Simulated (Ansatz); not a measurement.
**doublet CH3In− at 5 levels**

Aim: a comparison of 5 runs (UHF/3-21G, UB3LYP/def2-SVPD, UPBE-QIDH/def2-SVPD, UPBE/def2-SVPD, RPA@PBE/def2-SVPD) of doublet CH3In−. 

Program for the calculation: Ansatz 0.2.0.

46 further runs of the same task are left out: 5 that didn't finish, 41 set aside as unsound or not needed.

## Step 1: The structure to begin with

CH3In−: 5 atoms, total charge -1, spin state doublet. SMILES of the parent species: `C[In]`. The shape is that of a PBE0-D4/def2-TZVP optimisation. That shape belongs to the parent species and isn't relaxed for this state.

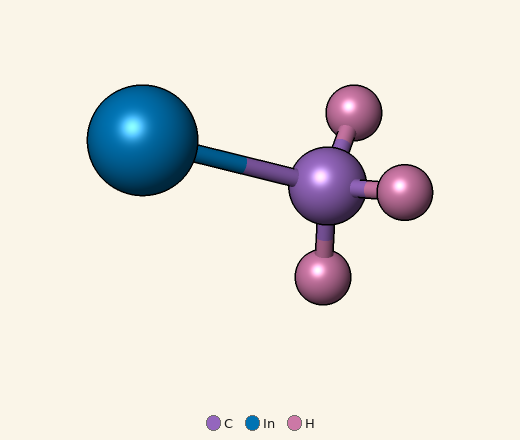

Viewed from a chosen angle; carbon purple, indium blue, hydrogen pink.

## Step 2: A single-point energy at UHF/3-21G (run 1)

input.yaml reads:

```yaml
crystal:
  periodic: [false, false, false]
  atoms:
    - symbol: C
      position_ang: [-0.182770, 0.073150, -0.070580]
    - symbol: In
      position_ang: [1.772750, -0.709460, 0.684610]
    - symbol: H
      position_ang: [-0.972960, -0.040920, 0.680150]
    - symbol: H
      position_ang: [-0.502560, -0.460530, -0.972760]
    - symbol: H
      position_ang: [-0.114460, 1.137770, -0.321410]
basis:
  gaussian:
    orbitals: 3-21G-spherical.json
total_charge: -1
magnetization:
  spin_polarized: true
  initial_magnetization: 1
hamiltonian:
  xc: hf
accuracy: high
output: {orbitals: {seedname: orbitals}}
```

The basis set 3-21G is read from a file made from the Basis Set Exchange's data (not shown).

Command:

```console
$ ansatz run input.yaml --threads 1 --pin off --max-ram 3480MiB --events-out events.jsonl --progress --plain --runs-dir runs
```

Standard output:

```text
Warning: RAYON_NUM_THREADS=1 ignored (pool sized by the plan → 1); use --threads N
Functional definition: HF
  name "HF"
  exchange = exact_x
  correlation = 0
935 factors; integrals over basis functions are off by at most 1.2e-8 eV
mean field evaluation 1: about -156575.8871 eV, gradient 9.9e0 eV
mean field evaluation 2: about -156576.0095 eV, gradient 9.8e0 eV
mean field evaluation 4: about -156576.8938 eV, gradient 1.2e0 eV
mean field evaluation 8: about -156576.9106 eV, gradient 1.0e-2 eV
mean field evaluation 16: about -156576.9106 eV, gradient 2.6e-8 eV
mean field evaluation 32: about -156576.9106 eV, gradient 7.0e-3 eV
mean field evaluation 64: about -156576.7990 eV, gradient 2.1e0 eV
mean field evaluation 96: about -156576.9105 eV, gradient 2.0e-2 eV
mean field evaluation 128: about -156576.9106 eV, gradient 5.0e-4 eV
mean field evaluation 160: about -156576.5599 eV, gradient 1.8e0 eV
mean field evaluation 192: about -156576.9106 eV, gradient 4.4e-5 eV
mean field evaluation 224: about -156576.9106 eV, gradient 2.9e-3 eV
mean field evaluation 256: about -156576.9105 eV, gradient 3.3e-2 eV
mean field -156576.91059154 eV, -5754.0953325973 hartree, gradient 5.0e-8 eV, S^2 0.756868; 4 other end points of the search recorded, 0 dependent functions left out
reference -156576.91059154 eV, -5754.0953325973 hartree; 30, 29 occupied and 16, 17 virtual orbitals, 935 factors
Total energy: -156576.91059154 eV, -5754.0953325973 hartree
```

Wall time 9 s (1 thread of Arm Neoverse V1, shared host); peak memory 0.21 GiB.

## Step 3: The energy at UB3LYP/def2-SVPD (core potential) (run 2)

job.yaml reads:

```yaml
crystal:
  periodic: [false, false, false]
  atoms:
    - {symbol: C, position_ang: [-0.182770, 0.073150, -0.070580]}
    - {symbol: In, position_ang: [1.772750, -0.709460, 0.684610]}
    - {symbol: H, position_ang: [-0.972960, -0.040920, 0.680150]}
    - {symbol: H, position_ang: [-0.502560, -0.460530, -0.972760]}
    - {symbol: H, position_ang: [-0.114460, 1.137770, -0.321410]}
basis:
  gaussian:
    orbitals: def2-SVPD
total_charge: -1
magnetization:
  spin_polarized: true
  initial_magnetization: 1
hamiltonian:
  xc: {name: B3LYP}
accuracy: high
output: {orbitals: {seedname: orbitals}}
```

Command:

```console
$ ansatz run job.yaml --threads 1 --pin off --max-ram 3480MiB --events-out events.jsonl --progress --plain --runs-dir runs
```

Standard output (excerpt; [...] marks lines left out):

```text
Warning: RAYON_NUM_THREADS=1 ignored (pool sized by the plan → 1); use --threads N
Functional definition: B3LYP
  name "B3LYP"
[...]
1697 factors; integrals over basis functions are off by at most 3.1e-9 eV
[...]
mean field -6260.59550007 eV, -230.0726410436 hartree, gradient 1.8e-8 eV, S^2 0.753329; 8 other end points of the search recorded, 0 dependent functions left out
reference -6260.59553192 eV, -230.0726422140 hartree; 16, 15 occupied and 60, 61 virtual orbitals, 1697 factors
Total energy: -6260.59553192 eV, -230.0726422140 hartree
```

Run time: 92 s. Hardware: 1 thread of Arm Neoverse V1, shared host; peak memory 0.34 GiB.

## Step 4: The energy at UPBE-QIDH/def2-SVPD (core potential) (run 3)

in.yaml reads:

```yaml
crystal:
  periodic: [false, false, false]
  atoms:
    - symbol: C
      position_ang: [-0.182770, 0.073150, -0.070580]
    - symbol: In
      position_ang: [1.772750, -0.709460, 0.684610]
    - symbol: H
      position_ang: [-0.972960, -0.040920, 0.680150]
    - symbol: H
      position_ang: [-0.502560, -0.460530, -0.972760]
    - symbol: H
      position_ang: [-0.114460, 1.137770, -0.321410]
basis:
  gaussian:
    orbitals: def2-SVPD
total_charge: -1
magnetization:
  spin_polarized: true
  initial_magnetization: 1
hamiltonian:
  xc: {name: PBE-QIDH}
correlation:
  frozen_orbitals: {C: 1, H: 0, In: 4}
accuracy: high
output: {orbitals: {seedname: orbitals}}
```

Command:

```console
$ ansatz run in.yaml --threads 1 --pin off --max-ram 3480MiB --events-out events.jsonl --progress --plain --runs-dir runs
```

Standard output (excerpt; [...] marks lines left out):

```text
Warning: RAYON_NUM_THREADS=1 ignored (pool sized by the plan → 1); use --threads N
Functional definition: PBE-QIDH
  name "PBE-QIDH"
[...]
1697 factors; integrals over basis functions are off by at most 3.1e-9 eV
[...]
mean field -6246.64765415 eV, -229.5600671601 hartree, gradient 2.1e-8 eV, S^2 0.763987; 12 other end points of the search recorded, 0 dependent functions left out
5 core orbitals not correlated: weight in the atoms' cores, before any rotation towards them, 1.000 or more for the frozen orbitals, at most 0.000 for the correlated occupied ones
reference -6246.64765536 eV, -229.5600672046 hartree; 11, 10 occupied and 60, 61 virtual orbitals, 1697 factors
second order -7.49763944 eV of doubles, -0.00000000 eV of singles
Total energy: -6249.14686851 eV, -229.6519115937 hartree
```

It took 2.3 min on 1 thread of Arm Neoverse V1, shared host; peak memory 0.34 GiB.

Run 4 isn't shown in full; the table further down has it.

## Step 5: The energy at RPA@PBE/def2-SVPD (core potential) (run 5)

in.yaml reads:

```yaml
basis:
  gaussian:
    orbitals: def2-SVPD
crystal:
  periodic: [false, false, false]
  atoms:
    - {symbol: C, position_ang: [-0.182770, 0.073150, -0.070580]}
    - {symbol: In, position_ang: [1.772750, -0.709460, 0.684610]}
    - {symbol: H, position_ang: [-0.972960, -0.040920, 0.680150]}
    - {symbol: H, position_ang: [-0.502560, -0.460530, -0.972760]}
    - {symbol: H, position_ang: [-0.114460, 1.137770, -0.321410]}
total_charge: -1
magnetization:
  spin_polarized: true
  initial_magnetization: 1
hamiltonian:
  xc: {name: PBE}
correlation:
  method: rpa
  frozen_orbitals: {C: 1, H: 0, In: 4}
accuracy: high
```

Command:

```console
$ ansatz run in.yaml --threads 1 --pin off --max-ram 3480MiB --events-out events.jsonl --progress --plain --runs-dir runs
```

Standard output (excerpt; [...] marks lines left out):

```text
Warning: RAYON_NUM_THREADS=1 ignored (pool sized by the plan → 1); use --threads N
Functional definition: PBE
  name "PBE"
[...]
1697 factors; integrals over basis functions are off by at most 3.1e-9 eV
[...]
mean field -6256.99576253 eV, -229.9403531288 hartree, gradient 2.7e-8 eV, S^2 0.753418; 8 other end points of the search recorded, 0 dependent functions left out
5 core orbitals not correlated: weight in the atoms' cores, before any rotation towards them, 1.000 or more for the frozen orbitals, at most 0.000 for the correlated occupied ones
reference -6224.38455573 eV, -228.7419133835 hartree; 11, 10 occupied and 60, 61 virtual orbitals, 1697 factors
Total energy: -6236.16679632 eV, -229.1749027390 hartree
```

It took 2.1 min on 1 thread of Arm Neoverse V1, shared host; peak memory 0.41 GiB.

## Step 6: Overview of the runs

```csv
run,level,core potential,frozen core orbitals,energy (Eh),HOMO energy (eV),LUMO energy (eV),⟨S²⟩,wall time
1,UHF/3-21G,none,–,-5754.095333,0.48,5.73,0.757,9 s
2,UB3LYP/def2-SVPD (core potential),def2-SVPD,–,-230.072642,2.00,3.13,0.753,92 s
3,UPBE-QIDH/def2-SVPD (core potential),def2-SVPD,5,-229.651912,0.63,4.49,0.764,2.3 min
4,UPBE/def2-SVPD (core potential),def2-SVPD,–,-229.940353,2.45,2.62,0.753,83 s
5,RPA@PBE/def2-SVPD (core potential),def2-SVPD,5,-229.174903,–,–,0.753,2.1 min
```

## Step 7: Summary of results

| quantity | value |
| --- | --- |
| run 5: total energy | -229.17490 Eh |
| run 5: RPA correlation energy (valence) | -433.0 mEh |
| run 5: ⟨S²⟩ of the reference determinant | 0.753 |

**Reading.** Totals of different functionals can't be ranked against each other. Some runs of one species differ in core potentials or relativity; totals across that change don't compare. In runs 1, 2, 3, 4 the HOMO lies above zero, so the outermost electron may be held by the basis alone. In run 1 relativity is left out where basis or elements ask for it. All runs together took 7.5 min, the longest 2.3 min.
